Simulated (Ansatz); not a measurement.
# Geometry relaxation, with input and output: C2H8BrNSi

System: C2H8BrNSi.
Method: RKS PBE0/def2-SVP (Ansatz 0.2.0).

It belongs to a series of runs on one base structure; here: end point B relaxed. Figures and captions count atoms from 1; the log counts them from 0 in places.

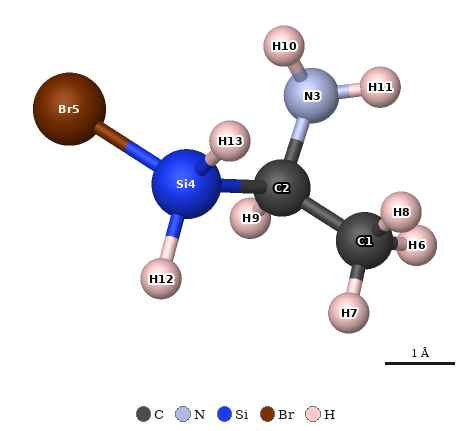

Figure 1. The input geometry (ball-and-stick view, seen at a tilt; atoms are numbered from 1 in the order of the input).

Key numbers

```tsv
quantity	value
outcome	converged
total energy	−81590.2116 eV
mean-field energy	−81590.2116 eV
largest force (length of the vector) at the end	0.010 eV/Å
hardware	2 threads of Intel Xeon (Sapphire Rapids), 16 GiB of memory available, shared host
wall time	48 s (CPU time 91 s)
peak memory	0.38 GiB
```

Input
```yaml
crystal:
  periodic: [false, false, false]
  atoms:
    - { symbol: C, position_ang: [-1.3761, 0.1199, -0.5649] }
    - { symbol: C, position_ang: [-0.0802, -0.378, -0.0912] }
    - { symbol: "N", position_ang: [-0.2689, -0.8666, 1.2776] }
    - { symbol: Si, position_ang: [1.4105, 0.9111, -0.2135] }
    - { symbol: Br, position_ang: [3.2185, -0.0915, 0.437] }
    - { symbol: H, position_ang: [-2.1963, -0.5969, -0.5357] }
    - { symbol: H, position_ang: [-1.3343, 0.5078, -1.6128] }
    - { symbol: H, position_ang: [-1.7296, 1.0286, 0.023] }
    - { symbol: H, position_ang: [0.2036, -1.2091, -0.6819] }
    - { symbol: H, position_ang: [0.32601, -0.29674, 1.94992] }
    - { symbol: H, position_ang: [-1.21318, -0.75054, 1.60724] }
    - { symbol: H, position_ang: [1.5258, 1.3409, -1.6055] }
    - { symbol: H, position_ang: [1.0294, 2.1197, 0.6245] }
basis:
  gaussian: { orbitals: def2-SVP }
hamiltonian:
  xc: pbe0
relax:
  f_tol: 0.015
  max_steps: 40
```

Command:
```bash
ansatz run input.yaml --threads 2 --pin off --max-ram 3072MiB --backend cpu --events-out ev --progress --plain --runs-dir out
```

The program's output
```
The last accepted step is kept in [file] (removed where the run ends without a failure and the disk answers)
Engine: ansatz 0.2.0, x86_64-unknown-linux-gnu
Functional definition: PBE0
  parameter a = 0.25
  parameter kappa = 0.804
  parameter beta = 0.06672455060314922
  exchange = (1 - a)*pbe_x(kappa = kappa, mu = beta*pi^2/3) + a*exact_x
  correlation = pbe_c(beta = beta)
1432 factors; integrals over basis functions are off by at most 5.7e-4 eV
mean field evaluation 1: about -81582.4377 eV, gradient 5.5e1 eV
mean field evaluation 2: about -81576.1815 eV, gradient 7.4e1 eV
mean field evaluation 4: about -81589.5890 eV, gradient 2.6e0 eV
mean field evaluation 8: about -81589.6221 eV, gradient 1.4e-1 eV
mean field evaluation 16: about -81589.6221 eV, gradient 4.7e-5 eV
mean field -81589.62211656 eV, -2998.3633093514 hartree, gradient 4.7e-5 eV, S^2 0.000000; 0 other end points of the search recorded, 0 dependent functions left out
the calculation of the forces begins
reference -81589.62214460 eV, -2998.3633103820 hartree; 38, 38 occupied and 94, 94 virtual orbitals, 1432 factors
relax step   1: F+E_penalty+E_count = -81589.62211656 eV  Δ(F+E_penalty+E_count) = +0.000e0 eV  max|allowed force component| = 2.967e0 eV/Å  Δτ_max = 0.0000 Å  (26 SCF iters, accepted)
these checks for a lower state are left out or cut short: starts, cluster_reference, orbital_swaps, neighbouring_geometries, increment
1432 factors; integrals over basis functions are off by at most 6.1e-4 eV
mean field -81589.97601864 eV, -2998.3763150131 hartree, gradient 2.4e-5 eV, S^2 0.000000; 0 other end points of the search recorded, 0 dependent functions left out
[... from here on the field's lines of each further geometry are left out, up to the last ...]
relax step   2: F+E_penalty+E_count = -81589.97601864 eV  Δ(F+E_penalty+E_count) = -3.539e-1 eV  max|allowed force component| = 8.684e-1 eV/Å  Δτ_max = 0.1097 Å  (27 SCF iters, accepted)
relax step   3: F+E_penalty+E_count = -81590.02540208 eV  Δ(F+E_penalty+E_count) = -4.938e-2 eV  max|allowed force component| = 3.332e-1 eV/Å  Δτ_max = 0.0522 Å  (25 SCF iters, accepted)
relax step   4: F+E_penalty+E_count = -81590.03774952 eV  Δ(F+E_penalty+E_count) = -1.235e-2 eV  max|allowed force component| = 1.715e-1 eV/Å  Δτ_max = 0.0615 Å  (24 SCF iters, accepted)
relax step   5: F+E_penalty+E_count = -81590.05026954 eV  Δ(F+E_penalty+E_count) = -1.252e-2 eV  max|allowed force component| = 6.603e-1 eV/Å  Δτ_max = 0.1968 Å  (27 SCF iters, accepted)
relax step   6: F+E_penalty+E_count = -81590.09059349 eV  Δ(F+E_penalty+E_count) = -4.032e-2 eV  max|allowed force component| = 3.892e-1 eV/Å  Δτ_max = 0.1121 Å  (27 SCF iters, accepted)
relax step   7: F+E_penalty+E_count = -81590.12550488 eV  Δ(F+E_penalty+E_count) = -3.491e-2 eV  max|allowed force component| = 8.256e-1 eV/Å  Δτ_max = 0.1952 Å  (27 SCF iters, accepted)
relax step   8: F+E_penalty+E_count = -81590.18538467 eV  Δ(F+E_penalty+E_count) = -5.988e-2 eV  max|allowed force component| = 1.715e-1 eV/Å  Δτ_max = 0.2000 Å  (27 SCF iters, accepted)
relax step   9: F+E_penalty+E_count = -81590.20443965 eV  Δ(F+E_penalty+E_count) = -1.905e-2 eV  max|allowed force component| = 3.361e-1 eV/Å  Δτ_max = 0.1937 Å  (27 SCF iters, accepted)
relax step  10: F+E_penalty+E_count = -81590.20594869 eV  Δ(F+E_penalty+E_count) = -1.509e-3 eV  max|allowed force component| = 2.884e-1 eV/Å  Δτ_max = 0.1072 Å  (28 SCF iters, accepted)
relax step  11: F+E_penalty+E_count = -81590.21124237 eV  Δ(F+E_penalty+E_count) = -5.294e-3 eV  max|allowed force component| = 4.112e-2 eV/Å  Δτ_max = 0.0194 Å  (26 SCF iters, accepted)
relax step  12: F+E_penalty+E_count = -81590.21152358 eV  Δ(F+E_penalty+E_count) = -2.812e-4 eV  max|allowed force component| = 2.221e-2 eV/Å  Δτ_max = 0.0119 Å  (23 SCF iters, accepted)
the calculation of the forces begins
reference -81590.21164972 eV, -2998.3849742955 hartree; 38, 38 occupied and 94, 94 virtual orbitals, 1432 factors
relax step  13: F+E_penalty+E_count = -81590.21162102 eV  Δ(F+E_penalty+E_count) = -9.743e-5 eV  max|allowed force component| = 8.367e-3 eV/Å  Δτ_max = 0.0033 Å  (20 SCF iters, accepted)
1432 factors; integrals over basis functions are off by at most 5.8e-4 eV
mean field evaluation 96: about -81590.0848 eV, gradient 6.5e0 eV
```

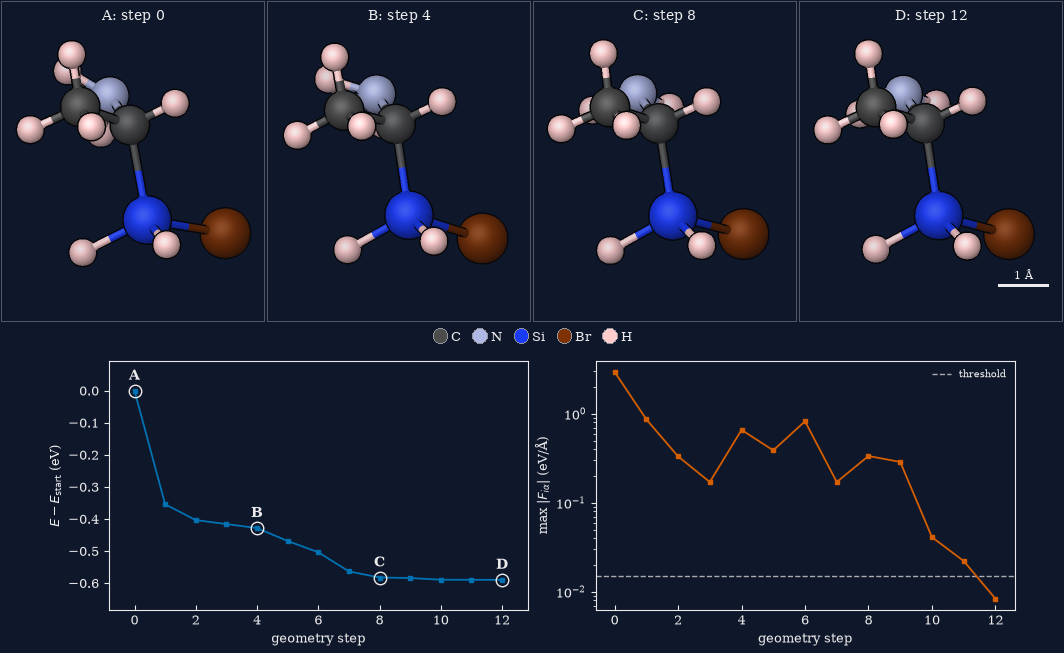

Figure 2. Frames of the relaxation (ball-and-stick view, seen at an oblique angle) above the curves, on which the letters mark them (the first geometry is step 0 here and step 1 in the log).

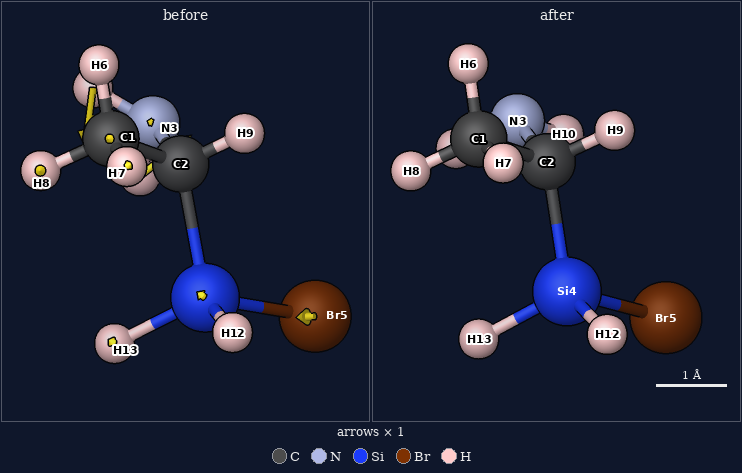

Figure 3. Before (left) and after (right) the relaxation, at one scale (ball-and-stick view, seen at an oblique angle). The yellow arrows give the displacements, at true length. The atom that moves furthest after the best rigid fit is H10 (0.97 Å). By element the largest moves are H 0.97 Å, Br 0.35 Å, Si 0.17 Å, C 0.13 Å, N 0.10 Å. Among the contacts that change: Si4–Br5 2.167 → 2.243 Å, C2–Si4 1.975 → 1.904 Å, C1–C2 1.467 → 1.524 Å, C2–H9 1.058 → 1.105 Å. Among the angles that change: Br5–Si4–H13 114.3° → 106.8°, C2–Si4–H12 108.1° → 114.6°, C2–C1–H6 115.7° → 109.6°. The energy falls by 0.590 eV in 12 geometry steps. Largest force component: 3 eV/Å at the start, 0.0084 eV/Å at the end. (Atoms are counted from 1 in the order of the input.)

```
mean field -81590.21162102 eV, -2998.3849732406 hartree, gradient 5.1e-5 eV, S^2 0.000000; 1 other end points of the search recorded, 0 dependent functions left out
the calculation of the forces begins
reference -81590.21164972 eV, -2998.3849742955 hartree; 38, 38 occupied and 94, 94 virtual orbitals, 1432 factors
Total energy: -81590.21164972 eV, -2998.3849742955 hartree
Atom 0 at    -1.445763     0.161942    -0.659349 Å, force     0.003941    -0.001928     0.003899 eV/Å
Atom 1 at    -0.144391    -0.366630    -0.067315 Å, force     0.002662     0.005214    -0.008367 eV/Å
Atom 2 at    -0.360649    -0.830807     1.297455 Å, force    -0.002346    -0.002038     0.005312 eV/Å
Atom 3 at     1.239212     0.934681    -0.199806 Å, force    -0.004855    -0.002176    -0.000545 eV/Å
Atom 4 at     3.089368     0.079098     0.736777 Å, force    -0.000766     0.000216    -0.000533 eV/Å
Atom 5 at    -2.231742    -0.604011    -0.567921 Å, force    -0.000929    -0.000102    -0.000082 eV/Å
Atom 6 at    -1.336488     0.426498    -1.722494 Å, force    -0.000272    -0.000284     0.000763 eV/Å
Atom 7 at    -1.797605     1.060508    -0.124483 Å, force    -0.000875     0.000697    -0.000632 eV/Å
Atom 8 at     0.178841    -1.236658    -0.667469 Å, force    -0.000046     0.000559    -0.000447 eV/Å
Atom 9 at     0.499763    -1.207534     1.692971 Å, force     0.001870    -0.001726     0.000763 eV/Å
Atom 10 at    -0.641170    -0.057291     1.900166 Å, force    -0.001403     0.001923     0.000188 eV/Å
Atom 11 at     1.590275     1.330312    -1.597089 Å, force     0.003272     0.000596    -0.000973 eV/Å
Atom 12 at     0.875578     2.148512     0.592316 Å, force    -0.000253    -0.000951     0.000655 eV/Å
Dipole moment:    -0.251448     0.143831    -0.087522 e Å
```

Trajectory as extended XYZ (Å, eV, eV/Å), 8 of the 13 frames kept, from step=1 to step=13
```
13
Properties=species:S:1:pos:R:3:forces:R:3 step=1 energy=-81589.62212
C    -1.3761    0.1199   -0.5649   -1.2742   2.9670  -1.3377
C    -0.0802   -0.3780   -0.0912    0.6570   0.8192   1.9071
N    -0.2689   -0.8666    1.2776    2.2501   0.8450   1.5342
Si    1.4105    0.9111   -0.2135   -2.3714  -0.1348   0.1516
Br    3.2185   -0.0915    0.4370    0.8113  -0.2701   0.3628
H    -2.1963   -0.5969   -0.5357   -0.1117  -0.5433   0.1245
H    -1.3343    0.5078   -1.6128   -0.0442  -0.3372   0.2730
H    -1.7296    1.0286    0.0230    0.3458  -0.8640  -0.3059
H     0.2036   -1.2091   -0.6819    0.6343  -1.3047  -1.1681
H     0.3260   -0.2967    1.9499   -0.9981  -1.1270  -0.8586
H    -1.2132   -0.7505    1.6072   -0.4946   0.1412  -0.0599
H     1.5258    1.3409   -1.6055    0.2471   0.1699  -0.5644
H     1.0294    2.1197    0.6245    0.3488  -0.3612  -0.0585
13
Properties=species:S:1:pos:R:3:forces:R:3 step=3 energy=-81590.02540
C    -1.3968    0.1925   -0.6064   -0.1636   0.0165  -0.0913
C    -0.0987   -0.3849   -0.0587    0.3332  -0.1007   0.2397
N    -0.2285   -0.8787    1.3172   -0.2501   0.1374  -0.0983
Si    1.3026    0.8864   -0.2193   -0.0246   0.0245  -0.0066
Br    3.2273   -0.0205    0.4980   -0.1467   0.0746  -0.0282
H    -2.2092   -0.5545   -0.5489    0.0644   0.0042   0.0305
H    -1.3140    0.4841   -1.6668    0.0390  -0.0140   0.0434
H    -1.7277    1.0764   -0.0362    0.0299   0.0239   0.0199
H     0.2078   -1.2278   -0.7123   -0.0706   0.0251  -0.0364
H     0.4013   -0.4217    1.9724    0.0815  -0.0597  -0.0187
H    -1.1712   -0.7100    1.6663    0.0694  -0.0436  -0.0379
H     1.4935    1.3177   -1.6361    0.0194  -0.0288   0.0170
H     1.0288    2.0796    0.6446    0.0188  -0.0593  -0.0333
13
Properties=species:S:1:pos:R:3:forces:R:3 step=4 energy=-81590.03775
C    -1.3898    0.1996   -0.6032   -0.0139  -0.1225  -0.0158
C    -0.0898   -0.3878   -0.0557   -0.0008  -0.1647   0.0747
N    -0.2404   -0.8876    1.3123   -0.1715   0.1212  -0.0702
Si    1.2905    0.8911   -0.2229    0.0673   0.0313  -0.0249
Br    3.2096    0.0047    0.5159   -0.0340   0.0350   0.0015
H    -2.2029   -0.5450   -0.5293    0.0386   0.0353   0.0104
H    -1.3014    0.4728   -1.6656   -0.0055   0.0222  -0.0213
H    -1.7049    1.0922   -0.0404   -0.0100   0.0552   0.0284
H     0.1994   -1.2306   -0.7214   -0.0170   0.0817   0.0347
H     0.4202   -0.4801    1.9696    0.0638  -0.0755  -0.0180
H    -1.1735   -0.6831    1.6667    0.0895  -0.0103  -0.0158
H     1.4881    1.3084   -1.6432    0.0073  -0.0229   0.0223
H     1.0101    2.0841    0.6309   -0.0139   0.0140  -0.0060
13
Properties=species:S:1:pos:R:3:forces:R:3 step=6 energy=-81590.09059
C    -1.4064    0.1956   -0.6121    0.1548  -0.2271   0.1210
C    -0.0988   -0.3824   -0.0540   -0.2520   0.0021  -0.2248
N    -0.2846   -0.9018    1.2935    0.1070   0.1836   0.3183
Si    1.2649    0.9165   -0.2192    0.0871   0.0011  -0.0097
Br    3.1486    0.0332    0.6051    0.0621   0.0127   0.0565
H    -2.2097   -0.5560   -0.5253   -0.0009   0.0276  -0.0100
H    -1.3115    0.4600   -1.6753   -0.0188   0.0267  -0.0248
H    -1.7254    1.0933   -0.0553    0.0070  -0.0049  -0.0114
H     0.2063   -1.2182   -0.7193   -0.0123   0.0746  -0.0024
H     0.5334   -0.7400    1.8948   -0.3892  -0.1656  -0.2168
H    -1.1057   -0.4873    1.7392    0.3134   0.0257  -0.0268
H     1.5338    1.2880   -1.6402   -0.0242  -0.0064  -0.0022
H     0.9703    2.1378    0.5820   -0.0340   0.0500   0.0332
13
Properties=species:S:1:pos:R:3:forces:R:3 step=8 energy=-81590.18539
C    -1.4310    0.1725   -0.6297   -0.0424  -0.0660   0.0311
C    -0.1263   -0.3752   -0.0654    0.0849  -0.0245  -0.0817
N    -0.3392   -0.8779    1.2862   -0.0108   0.1344   0.0304
Si    1.2573    0.9250   -0.2142   -0.0808  -0.0274   0.0459
Br    3.1114    0.0770    0.7152    0.0294  -0.0216   0.0013
H    -2.2160   -0.5994   -0.5693    0.0159   0.0170  -0.0052
H    -1.3300    0.4797   -1.6810   -0.0053   0.0104  -0.0237
H    -1.7829    1.0448   -0.0520    0.0069   0.0112  -0.0240
H     0.1956   -1.2178   -0.7099   -0.0287  -0.0027   0.0693
H     0.5468   -1.0300    1.7736   -0.1397  -0.0227  -0.0662
H    -0.8702   -0.1905    1.8251    0.1715  -0.0811   0.0192
H     1.5722    1.2781   -1.6309    0.0270   0.0146   0.0056
H     0.9276    2.1522    0.5660   -0.0278   0.0583  -0.0020
13
Properties=species:S:1:pos:R:3:forces:R:3 step=10 energy=-81590.20595
C    -1.4434    0.1635   -0.6670   -0.1240  -0.0455   0.1877
C    -0.1520   -0.3730   -0.0622    0.2884   0.1113  -0.0563
N    -0.3570   -0.8372    1.3059   -0.1761   0.0920  -0.0785
Si    1.2279    0.9361   -0.1961    0.0718  -0.0589   0.0100
Br    3.0864    0.0860    0.7371   -0.0304   0.0103  -0.0134
H    -2.2363   -0.5944   -0.5665   -0.0198   0.0068  -0.0214
H    -1.3375    0.4205   -1.7318    0.0614  -0.0240  -0.0023
H    -1.7890    1.0690   -0.1385   -0.0091  -0.0106  -0.0089
H     0.1865   -1.2289   -0.6729   -0.0389  -0.0728   0.0479
H     0.4938   -1.2325    1.7047    0.0233   0.0368  -0.0999
H    -0.6182   -0.0520    1.9030   -0.0130  -0.0546   0.0354
H     1.5781    1.3271   -1.5946   -0.0031   0.0068  -0.0123
H     0.8758    2.1543    0.5927   -0.0304   0.0024   0.0122
13
Properties=species:S:1:pos:R:3:forces:R:3 step=11 energy=-81590.21124
C    -1.4464    0.1620   -0.6597    0.0363  -0.0087   0.0127
C    -0.1441   -0.3658   -0.0655   -0.0196   0.0144  -0.0319
N    -0.3638   -0.8299    1.2988    0.0152  -0.0020  -0.0071
Si    1.2412    0.9341   -0.2013   -0.0363   0.0045   0.0411
Br    3.0933    0.0816    0.7350   -0.0115   0.0031  -0.0062
H    -2.2340   -0.6024   -0.5670    0.0134  -0.0021   0.0024
H    -1.3357    0.4237   -1.7231   -0.0021   0.0046  -0.0108
H    -1.7974    1.0622   -0.1274   -0.0007   0.0037   0.0020
H     0.1834   -1.2331   -0.6664   -0.0208  -0.0311   0.0044
H     0.4924   -1.2169    1.6932    0.0099  -0.0011  -0.0002
H    -0.6342   -0.0540    1.9028   -0.0073   0.0056   0.0032
H     1.5901    1.3323   -1.5978    0.0063  -0.0022  -0.0106
H     0.8703    2.1448    0.5921    0.0170   0.0114   0.0010
13
Properties=species:S:1:pos:R:3:forces:R:3 step=13 energy=-81590.21162
C    -1.4458    0.1619   -0.6593    0.0039  -0.0019   0.0039
C    -0.1444   -0.3666   -0.0673    0.0027   0.0052  -0.0084
N    -0.3606   -0.8308    1.2975   -0.0023  -0.0020   0.0053
Si    1.2392    0.9347   -0.1998   -0.0049  -0.0022  -0.0005
Br    3.0894    0.0791    0.7368   -0.0008   0.0002  -0.0005
H    -2.2317   -0.6040   -0.5679   -0.0009  -0.0001  -0.0001
H    -1.3365    0.4265   -1.7225   -0.0003  -0.0003   0.0008
H    -1.7976    1.0605   -0.1245   -0.0009   0.0007  -0.0006
H     0.1788   -1.2367   -0.6675    0.0000   0.0006  -0.0004
H     0.4998   -1.2075    1.6930    0.0019  -0.0017   0.0008
H    -0.6412   -0.0573    1.9002   -0.0014   0.0019   0.0002
H     1.5903    1.3303   -1.5971    0.0033   0.0006  -0.0010
H     0.8756    2.1485    0.5923   -0.0003  -0.0010   0.0007
```
